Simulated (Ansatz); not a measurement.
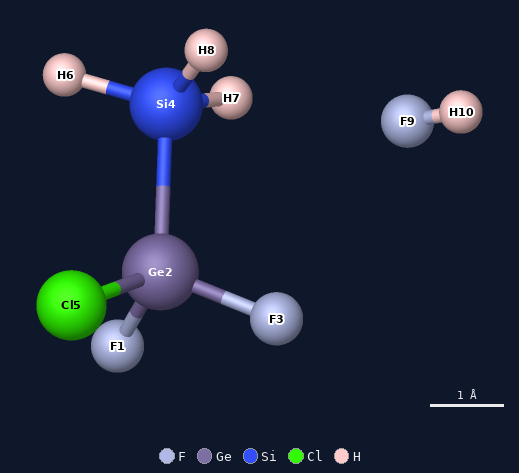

Figure 1. The input geometry of run 1 (ball-and-stick view, seen at a tilt; atoms are numbered from 1 in the order of the input). Sticks mark near contacts. Bond lengths as drawn: Cl–Ge 2.17 Å, F–Ge 1.77 Å, F–H 0.93 Å, Ge–Si 2.40 Å and H–Si 1.50 Å.

## What a change does: single-point calculation on GeSiH4ClF3

System: GeSiH4ClF3.
Method of run 1: RKS PBE-D4/def2-SVPD (Ansatz 0.2.0).

Text and figures count atoms from 1; the logs count them from 0 in places.

## Input file, run 1
```yaml
crystal:
  periodic: [false, false, false]
  atoms:
    - { symbol: F, position_ang: [-0.404289, -1.067491, -1.389587] }
    - { symbol: Ge, position_ang: [-0.013135, -0.050324, -1.4e-05] }
    - { symbol: F, position_ang: [-0.404262, -1.067305, 1.389707] }
    - { symbol: Si, position_ang: [2.290309, 0.623955, -3.9e-05] }
    - { symbol: Cl, position_ang: [-1.468623, 1.561164, -6.8e-05] }
    - { symbol: H, position_ang: [2.499014, 1.432097, -1.242373] }
    - { symbol: H, position_ang: [3.110017, -0.628481, 0.003783] }
    - { symbol: H, position_ang: [2.497141, 1.438444, 1.238476] }
    - { symbol: F, position_ang: [1.3, 0.65, 4.49] }
    - { symbol: H, position_ang: [1.3, 0.65, 5.422486] }
basis:
  gaussian: { orbitals: def2-SVPD }
hamiltonian:
  xc: pbe
  dispersion: d4
output:
  forces: true
```

Launched with:
```bash
ansatz run input.yaml --threads 1 --pin off --max-ram 2560MiB --backend cpu --events-out ev --progress --plain --runs-dir out
```

Hardware: 1 thread of Arm Neoverse V2, 112 GiB of memory available, shared host.

## Output (run 1)
```
Engine: ansatz 0.2.0, aarch64-unknown-linux-gnu
Functional definition: PBE
  parameter kappa = 0.804
  parameter beta = 0.06672455060314922
  exchange = pbe_x(kappa = kappa, mu = beta*pi^2/3)
  correlation = pbe_c(beta = beta)
1724 factors; their error is unknown
mean field evaluation 1: about -85086.6251 eV, gradient 6.5e1 eV
mean field evaluation 2: about -85047.7872 eV, gradient 1.7e2 eV
mean field evaluation 4: about -85093.1231 eV, gradient 9.7e0 eV
mean field evaluation 8: about -85093.2861 eV, gradient 3.0e-1 eV
mean field evaluation 16: about -85093.2318 eV, gradient 3.0e-4 eV
mean field -85093.23179631 eV, -3127.1185902502 hartree, gradient 5.8e-5 eV, S^2 0.000000; 0 other end points of the search recorded, 0 dependent functions left out
the calculation of the forces begins
reference -85093.23185849 eV, -3127.1185925354 hartree; 47, 47 occupied and 143, 143 virtual orbitals, 1724 factors
Total energy: -85093.44681422 eV, -3127.1264920129 hartree
Atom 0 at    -0.404289    -1.067491    -1.389587 Å, force    -0.012831    -0.014836    -0.023320 eV/Å
Atom 1 at    -0.013135    -0.050324    -0.000014 Å, force     0.036699    -0.000313     0.083976 eV/Å
Atom 2 at    -0.404262    -1.067305     1.389707 Å, force    -0.011225    -0.002008    -0.034284 eV/Å
Atom 3 at     2.290309     0.623955    -0.000039 Å, force    -0.007277     0.018696     0.052414 eV/Å
Atom 4 at    -1.468623     1.561164    -0.000068 Å, force    -0.012945     0.008547    -0.008083 eV/Å
Atom 5 at     2.499014     1.432097    -1.242373 Å, force     0.002476    -0.004849    -0.012447 eV/Å
Atom 6 at     3.110017    -0.628481     0.003783 Å, force    -0.000150    -0.004319    -0.010818 eV/Å
Atom 7 at     2.497141     1.438444     1.238476 Å, force    -0.005710    -0.007271    -0.003435 eV/Å
Atom 8 at     1.300000     0.650000     4.490000 Å, force     0.029990     0.017703    -0.047447 eV/Å
Atom 9 at     1.300000     0.650000     5.422486 Å, force    -0.019027    -0.011349     0.003444 eV/Å
Dipole moment:     0.764704     0.354669     0.414201 e Å
```

For run 2 the input was changed thus:
```diff
-    - { symbol: F, position_ang: [1.3, 0.65, 4.49] }
-    - { symbol: H, position_ang: [1.3, 0.65, 5.422486] }
+    - { symbol: F, position_ang: [-3.25, -2.6, 4.49] }
+    - { symbol: H, position_ang: [-3.25, -2.6, 5.422486] }
```

Predict how the results change.

With the same method and basis, run 2 lies 1.3 kcal/mol higher. The largest force goes from 0.092 to 0.056 eV/Å.

## Output (run 2)
```
Engine: ansatz 0.2.0, aarch64-unknown-linux-gnu
Functional definition: PBE
  parameter kappa = 0.804
  parameter beta = 0.06672455060314922
  exchange = pbe_x(kappa = kappa, mu = beta*pi^2/3)
  correlation = pbe_c(beta = beta)
1724 factors; their error is unknown
mean field evaluation 1: about -85086.5271 eV, gradient 6.5e1 eV
mean field evaluation 2: about -85046.2962 eV, gradient 1.7e2 eV
mean field evaluation 4: about -85093.0592 eV, gradient 1.0e1 eV
mean field evaluation 8: about -85093.2356 eV, gradient 2.9e-1 eV
mean field evaluation 16: about -85093.1812 eV, gradient 2.9e-4 eV
mean field -85093.18115154 eV, -3127.1167290893 hartree, gradient 6.2e-5 eV, S^2 0.000000; 0 other end points of the search recorded, 0 dependent functions left out
the calculation of the forces begins
reference -85093.18122043 eV, -3127.1167316211 hartree; 47, 47 occupied and 143, 143 virtual orbitals, 1724 factors
Total energy: -85093.38830579 eV, -3127.1243418674 hartree
Atom 0 at    -0.404289    -1.067491    -1.389587 Å, force     0.007054     0.003967    -0.007653 eV/Å
Atom 1 at    -0.013135    -0.050324    -0.000014 Å, force    -0.027948    -0.031530     0.036337 eV/Å
Atom 2 at    -0.404262    -1.067305     1.389707 Å, force     0.020432     0.022742    -0.022935 eV/Å
Atom 3 at     2.290309     0.623955    -0.000039 Å, force    -0.015183    -0.003749    -0.002334 eV/Å
Atom 4 at    -1.468623     1.561164    -0.000068 Å, force     0.004678     0.005389    -0.003212 eV/Å
Atom 5 at     2.499014     1.432097    -1.242373 Å, force     0.005090     0.001581     0.000365 eV/Å
Atom 6 at     3.110017    -0.628481     0.003783 Å, force     0.003768     0.001103     0.000058 eV/Å
Atom 7 at     2.497141     1.438444     1.238476 Å, force     0.003649     0.000904    -0.000163 eV/Å
Atom 8 at    -3.250000    -2.600000     4.490000 Å, force    -0.005365    -0.002962     0.012011 eV/Å
Atom 9 at    -3.250000    -2.600000     5.422486 Å, force     0.003825     0.002555    -0.012474 eV/Å
Dipole moment:     0.749483     0.346500     0.376634 e Å
```

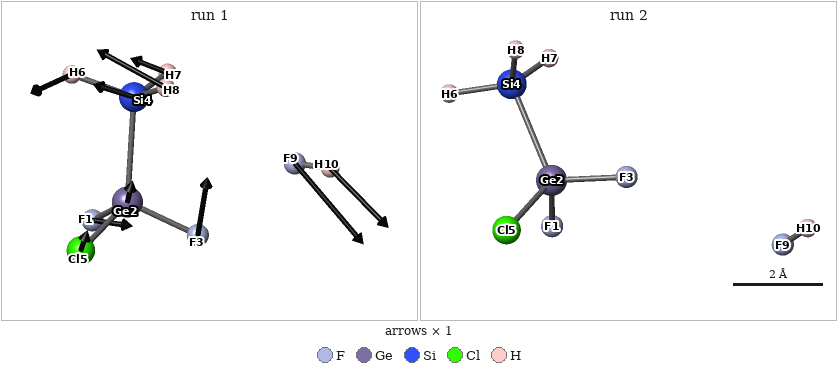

Figure 2. The two input geometries at one scale (ball-and-stick view, seen at a tilt). The black arrows on the first give the shifts of the atoms after the best rigid fit, at true length. The atom that moves furthest after the best rigid fit is F9 (2.43 Å). By element the largest moves are F 2.43 Å, H 1.96 Å, Si 1.11 Å, Ge 0.57 Å, Cl 0.55 Å.

## The two runs side by side

| quantity | run 1 | run 2 |
| --- | --- | --- |
| outcome | converged | converged |
| total energy (hartree) | −3127.126492 | −3127.124342 |
| largest force (eV/Å) | 0.092 | 0.056 |
| basis functions | 190 | 190 |
| wall time (shared host) | 11 s | 9.2 s |
